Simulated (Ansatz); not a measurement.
# C$_{4}$H$_{12}$ClGaN$_{2}$ (SMILES C[N](C)[Ga]([Cl])[N](C)C): what the fields show

Input file:

```
crystal:
  periodic: [false, false, false]
  atoms:
    - {symbol: C, position_ang: [0.378356, -1.947126, 1.087005]}
    - {symbol: N, position_ang: [0.670449, -1.467611, -0.238517]}
    - {symbol: C, position_ang: [1.478229, -2.381093, -1.006529]}
    - {symbol: Ga, position_ang: [0.100393, 0.114226, -0.909484]}
    - {symbol: Cl, position_ang: [0.344368, 0.378603, -3.031126]}
    - {symbol: N, position_ang: [-0.649031, 1.501673, -0.020254]}
    - {symbol: C, position_ang: [-0.674154, 1.637471, 1.412641]}
    - {symbol: C, position_ang: [-1.289938, 2.596047, -0.704642]}
    - {symbol: H, position_ang: [-0.314860, -1.284993, 1.608019]}
    - {symbol: H, position_ang: [1.285942, -2.038369, 1.702536]}
    - {symbol: H, position_ang: [-0.088942, -2.941903, 1.049847]}
    - {symbol: H, position_ang: [0.989919, -3.361969, -1.098371]}
    - {symbol: H, position_ang: [1.649037, -1.998010, -2.013601]}
    - {symbol: H, position_ang: [2.458489, -2.546300, -0.535891]}
    - {symbol: H, position_ang: [-1.698539, 1.601921, 1.812995]}
    - {symbol: H, position_ang: [-0.238471, 2.598298, 1.722990]}
    - {symbol: H, position_ang: [-0.096611, 0.849933, 1.899106]}
    - {symbol: H, position_ang: [-0.821125, 3.556021, -0.444527]}
    - {symbol: H, position_ang: [-1.220474, 2.473279, -1.786411]}
    - {symbol: H, position_ang: [-2.354838, 2.669401, -0.439484]}
basis:
  gaussian: {orbitals: def2-TZVPP}
hamiltonian: {xc: pbe0, dispersion: d4}
output: {orbitals: {seedname: orbitals}}
```

Command:

```sh
ansatz run in.yaml --threads 4 --pin off --events-out ev --progress --plain --max-ram 46080MiB --backend cuda --devices 0, --max-vram 37GiB
```

Geometry: PBE0-D4/def2-TZVP.

Level of theory: Ansatz 0.2.0, RKS PBE0-D4/def2-TZVPP.

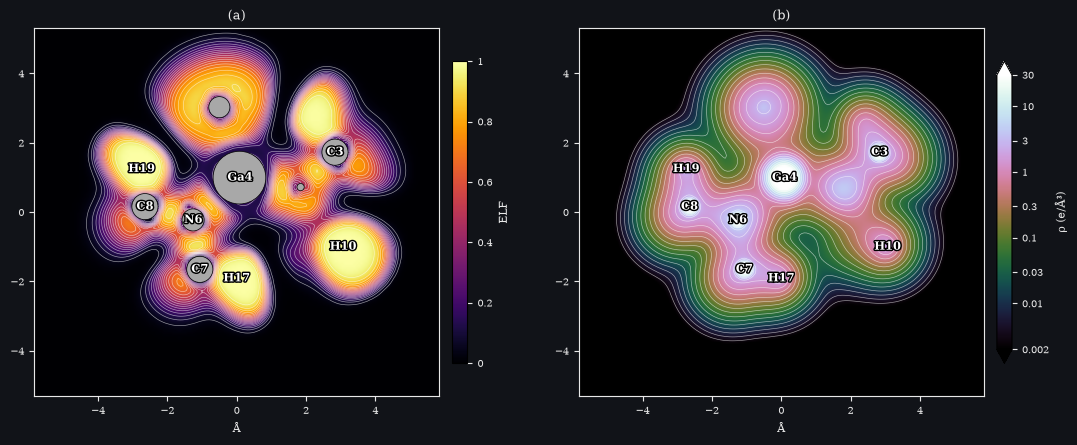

Figure 1. (a) electron localisation function; (b) electron density on the plane of atoms Ga4, N6 and C8. Grey discs cover the atomic cores in the ELF map.

**What do the fields say about this system?**

The plane passes through C, Ga, N and H nuclei.
C–N (1.44 Å): the density is about 2 e/Å³ at the midpoint; the ELF peaks at about 0.95 between the atoms, as expected for a shared electron pair.
Ga–N (1.81 Å): the density is about 0.95 e/Å³ at the midpoint; the ELF peaks at about 0.85 in the valence shell of N, 0.6 Å from its nucleus, and is about 0.30 at the midpoint.
C–H (1.09 Å): ρ at the midpoint is about 2.1 e/Å³; the ELF climbs to about 1 towards the hydrogen, as it does in any bond to H: a covalent bond by its length.
The ELF also peaks beside Cl5, away from the bonds: lone-pair regions.

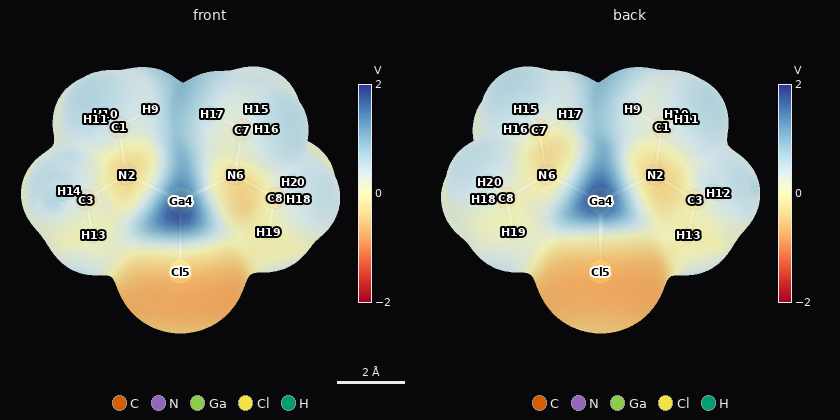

Figure 2. The molecular electrostatic potential painted on the density surface at 0.002 e/bohr³, seen from the front and from behind; the colour scale runs from red (negative) to blue (positive).

**Describe the electrostatic potential map.**

The most negative region (about −0.8 V) lies over Cl5, the most positive (about +1.7 V) over Ga4.

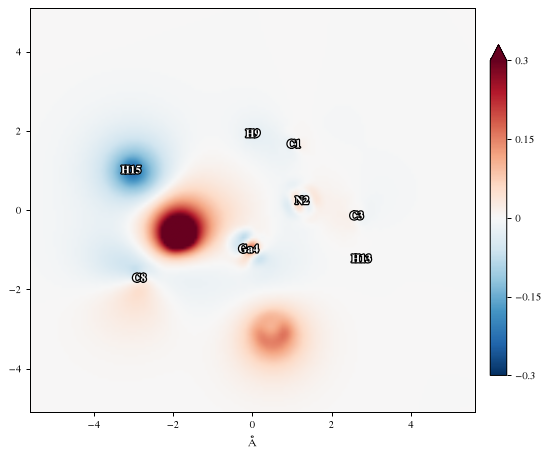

Figure 3. The HOMO−1 on the plane of atoms C1, N2 and Ga4 (values in Å⁻³ᐟ²; the overall sign is arbitrary).

**What is the character of this orbital?**

By Hirshfeld shares it lies mainly on N2 (about 25 %), N6 (about 25 %) and Ga4 (about 15 %). Its energy is −6.75 eV.
